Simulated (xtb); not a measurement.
## Run report: C$_{3}$H$_{7}$SSi, energy and gradient calculation

C$_{3}$H$_{7}$SSi, multiplicity 2, computed with GFN0-xTB (xtb 6.7.1).

The geometry comes from this level: GFN2-xTB.

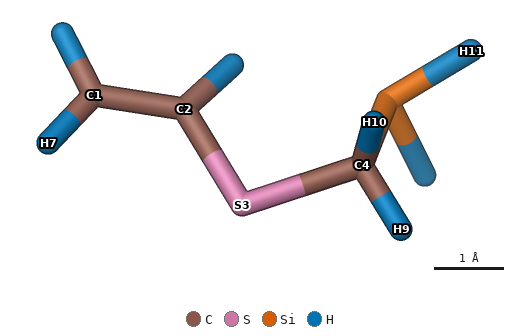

**Figure 1.** The structure as given in the input (stick view, seen at a tilt; atoms are numbered from 1 in the order of the input). Bond lengths as drawn: C–C 1.33 Å, C–H 1.08 to 1.11 Å, C–S 1.73 to 1.83 Å, C–Si 1.91 Å and H–Si 1.48 Å.

### The input (mol.coord)
```
$coord
     -1.960345189903      0.532014595866      4.581130763102  c
     -0.996112434813      0.273632342846      2.278877425470  c
      2.146086370693      0.729925612898      1.477198911620  s
      1.925196283985      0.734290880246     -1.982643958174  c
     -0.274633897692     -1.793293400486     -3.320362184535  si
     -3.936318414857      0.170434399180      4.927649842574  h
     -0.838509276019      1.099593837397      6.186604284061  h
     -2.028450919435     -0.468746565213      0.618261696194  h
      3.899109707463      0.551081932463     -2.559766316634  h
      1.286960182654      2.633427840972     -2.488107901989  h
     -0.758271504767     -0.629184313194     -5.818901374731  h
      1.535307989952     -3.833196060236     -3.899941186958  h
$end
```

Launch command:
```bash
xtb mol.coord --gfn0 --json --chrg 0 --uhf 1 --grad --parallel 1 > out.txt 2> xtb.err
```

### Output
```
* xtb version 6.7.1
   ID    Z sym.   atoms
    1    6 c      1, 2, 4
    2   16 s      3
    3   14 si     5
    4    1 h      6-12

           -------------------------------------------------
          |                Calculation Setup                |
           -------------------------------------------------

          program call               : xtb mol.coord --gfn0 --json --chrg 0 --uhf 1 --grad --parallel 1
          coordinate file            : mol.coord
          omp threads                :                     1

########################################################################
[WARNING] Please study the warnings concerning your input carefully
-1- prog_main_parseArguments: The use of '--gfn0' is discouraged, please use '--gfn 0' next time
########################################################################

           -------------------------------------------------
          |                 G F N 0 - x T B                 |
           -------------------------------------------------

      * Hamiltonian:
        H0-scaling (s, p, d)           2.000000    2.486800    2.270000
        zeta-weighting                 1.000000
      * Dispersion:
        s8                             2.850000
        a1                             0.800000
        a2                             4.600000
        s9                             0.000000
      * Repulsion:
        kExp                           1.500000
        rExp                           1.000000
      * Coulomb:
        alpha                          0.000000
        third order                    atomic
        anisotropic                    false
      * Polar bond correction:
        rad-shift                      0.053700
        strength                      -0.012900
        en-exp                         3.484700
        en-scale                       0.509700

          ...................................................
          :                      SETUP                      :
          :.................................................:
          :  # basis functions                  46          :
          :  # atomic orbitals                  44          :
          :  # shells                           26          :
          :  # electrons                        29          :
          :  electronic temp.          300.0000000     K    :
          :  accuracy                    1.0000000          :
          :  -> integral cutoff          0.2500000E+02      :
          :  -> integral neglect         0.1000000E-07      :
          ...................................................
  Checking positiv definite overlap ...  done.

         #    Occupation            Energy/Eh            Energy/eV
      -------------------------------------------------------------
         1        2.0000           -0.7465359             -20.3143
       ...           ...                  ...                  ...
         9        2.0000           -0.4861559             -13.2290
        10        2.0000           -0.4731756             -12.8758
        11        2.0000           -0.4696786             -12.7806
        12        2.0000           -0.4648558             -12.6494
        13        2.0000           -0.4369972             -11.8913
        14        2.0000           -0.3880810             -10.5602
        15        1.0000           -0.3324736              -9.0471 (HOMO)
        16                         -0.2575916              -7.0094 (LUMO)
        17                         -0.2385924              -6.4924
        18                         -0.2333170              -6.3489
        19                         -0.2191691              -5.9639
        20                         -0.1663433              -4.5264
       ...                                ...                  ...
        44                          0.7875495              21.4303
      -------------------------------------------------------------
                  HL-Gap            0.0748820 Eh            2.0376 eV
             Fermi-level            0.0000000 Eh            0.0000 eV

 EHT (total)                   0 d,  0 h,  0 min,  0.003 sec
 EHT setup                      ...        0 min,  0.000 sec (  1.871%)
 Coordination number            ...        0 min,  0.000 sec (  0.777%)
 EEQ model density              ...        0 min,  0.000 sec (  1.050%)
 D4 Dispersion                  ...        0 min,  0.000 sec (  3.846%)
 Integral evaluation            ...        0 min,  0.001 sec ( 30.053%)
 Cholesky factorization         ...        0 min,  0.000 sec (  1.074%)
 Zeroth order Hamiltonian       ...        0 min,  0.000 sec ( 10.234%)
 Gradient calculation           ...        0 min,  0.001 sec ( 47.434%)

         :::::::::::::::::::::::::::::::::::::::::::::::::::::
         ::                     SUMMARY                     ::
         :::::::::::::::::::::::::::::::::::::::::::::::::::::
         :: total energy             -15.201776560701 Eh    ::
         :: gradient norm              0.041920118696 Eh/a0 ::
         :: HOMO-LUMO gap              2.037642351195 eV    ::
         ::.................................................::
         :: H0 energy                -15.340349183569 Eh    ::
         :: repulsion energy           0.191611643866 Eh    ::
         :: electrostat energy        -0.049332509958 Eh    ::
         :: -> Gsolv                   0.000000000000 Eh    ::
         ::    -> Gsasa                0.000000000000 Eh    ::
         ::    -> Gshift               0.000000000000 Eh    ::
         :: dispersion energy         -0.003706511041 Eh    ::
         :: short-range corr.          0.000000000000 Eh    ::
         :: add. restraining           0.000000000000 Eh    ::
         :: total charge               0.000000000000 e     ::
         :::::::::::::::::::::::::::::::::::::::::::::::::::::

           -------------------------------------------------
          |                Property Printout                |
           -------------------------------------------------

    * Orbital Energies and Occupations

         #    Occupation            Energy/Eh            Energy/eV
      -------------------------------------------------------------
         1        2.0000           -0.7465359             -20.3143
       ...           ...                  ...                  ...
         3        2.0000           -0.6213047             -16.9066
         4        2.0000           -0.5977946             -16.2668
         5        2.0000           -0.5799447             -15.7811
         6        2.0000           -0.5504607             -14.9788
         7        2.0000           -0.5343216             -14.5396
         8        2.0000           -0.5200812             -14.1521
         9        2.0000           -0.4861559             -13.2290
        10        2.0000           -0.4731756             -12.8758
        11        2.0000           -0.4696786             -12.7806
        12        2.0000           -0.4648558             -12.6494
        13        2.0000           -0.4369972             -11.8913
        14        2.0000           -0.3880810             -10.5602
        15        1.0000           -0.3324736              -9.0471 (HOMO)
        16                         -0.2575916              -7.0094 (LUMO)
        17                         -0.2385924              -6.4924
        18                         -0.2333170              -6.3489
        19                         -0.2191691              -5.9639
        20                         -0.1663433              -4.5264
        21                         -0.1459461              -3.9714
        22                         -0.1311617              -3.5691
        23                         -0.1212795              -3.3002
        24                         -0.1099838              -2.9928
        25                         -0.0998905              -2.7182
        26                         -0.0966256              -2.6293
       ...                                ...                  ...
        44                          0.7875495              21.4303
      -------------------------------------------------------------
                  HL-Gap            0.0748820 Eh            2.0376 eV
             Fermi-level            0.0000000 Eh            0.0000 eV

     #   Z          covCN         q      C6AA      α(0)
     1   6 c        2.881    -0.342    39.765    10.305
     2   6 c        2.877    -0.085    31.755     9.209
     3  16 s        2.048     0.031   137.290    19.755
     4   6 c        3.689    -0.457    34.654     8.522
     5  14 si       2.758     0.467   200.578    30.358
     6   1 h        0.926     0.135     1.494     1.911
     7   1 h        0.926     0.145     1.428     1.868
     8   1 h        0.923     0.053     2.282     2.362
     9   1 h        0.925     0.138     1.479     1.901
    10   1 h        0.924     0.135     1.495     1.912
    11   1 h        0.913    -0.111     5.987     3.827
    12   1 h        0.915    -0.109     5.888     3.795

 Mol. C6AA /au·bohr⁶  :       2976.189746
 Mol. C8AA /au·bohr⁸  :     111582.506463
 Mol. α(0) /au        :         95.726690

Wiberg/Mayer (AO) data.
largest (>0.10) Wiberg bond orders for each atom

 ---------------------------------------------------------------------------
     #   Z sym  total        # sym  WBO       # sym  WBO       # sym  WBO
 ---------------------------------------------------------------------------
     1   6 c    3.969 --     2 c    1.856     6 h    0.977     7 h    0.973
                             3 s    0.146
     2   6 c    3.966 --     1 c    1.856     3 s    1.130     8 h    0.907
     3  16 s    2.362 --     2 c    1.130     4 c    0.999     1 c    0.146
     4   6 c    3.890 --     3 s    0.999    10 h    0.949     9 h    0.944
                             5 si   0.939
     5  14 si   3.033 --     4 c    0.939    12 h    0.921    11 h    0.917
     6   1 h    0.989 --     1 c    0.977
     7   1 h    0.985 --     1 c    0.973
     8   1 h    1.005 --     2 c    0.907
     9   1 h    0.981 --     4 c    0.944
    10   1 h    0.993 --     4 c    0.949
    11   1 h    0.943 --     5 si   0.917
    12   1 h    0.948 --     5 si   0.921
 ---------------------------------------------------------------------------

Topologies differ in total number of bonds
Writing topology from bond orders to xtbtopo.mol

 dipole moment from electron density (au)
     X       Y       Z
  -0.8159  -0.3067  -0.2181  total (Debye):    2.284

           -------------------------------------------------
          | TOTAL ENERGY              -15.201776560701 Eh   |
          | GRADIENT NORM               0.041920118696 Eh/α |
          | HOMO-LUMO GAP               2.037642351195 eV   |
           -------------------------------------------------

------------------------------------------------------------------------
------------------------------------------------------------------------
 total:
 *  cpu-time:     0 d,  0 h,  0 min,  0.012 sec
 * ratio c/w:     1.000 speedup
 SCF:
 *  cpu-time:     0 d,  0 h,  0 min,  0.003 sec
 * ratio c/w:     1.000 speedup
```

### Standard error
```
normal termination of xtb
```

### Key numbers

| quantity | value |
| --- | --- |
| outcome | converged |
| electrons treated | 29 |
| total energy | −15.201777 hartree |
| dispersion energy | −0.003707 hartree |
| basis functions | 46 |
| largest force | 1.510 eV/Å |
| dipole moment | 2.28 D |
| hardware | 1 thread of Intel Xeon (Sapphire Rapids), 16 GiB of memory available, shared host |
| peak memory | 0.068 GiB |
